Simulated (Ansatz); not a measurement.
```xyz
5

O    -1.1638    0.6575   -0.4055
Ga    0.4438    0.1026    0.1577
S     1.8161    1.7414    0.7010
H    -1.7687   -0.0567   -0.6455
H     0.8435   -1.4052    0.2567
```

Level of theory: UKS B3LYP/def2-SVP in Ansatz.

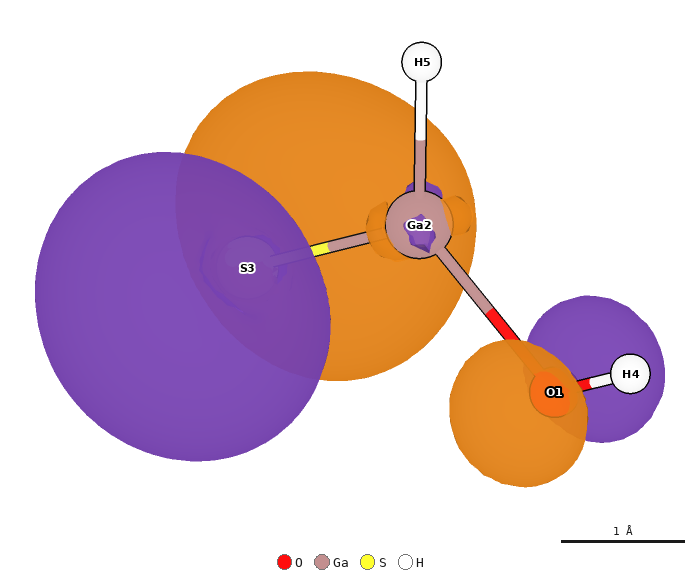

GaH2OS (SMILES [OH][GaH][S]) (doublet). The HOMO (α) at ±0.1 Å⁻³ᐟ² (orange and purple are the two phases), seen at an oblique angle.

Q: Where does this orbital lie, and at what energy?

A: By Hirshfeld shares it lies mainly on S3 (about 85 %), Ga2 (about 10 %) and O1 (about 5 %); it changes sign across the molecular plane (π type); π-antibonding (a node) across O1–Ga2. Its energy is −7.43 eV.
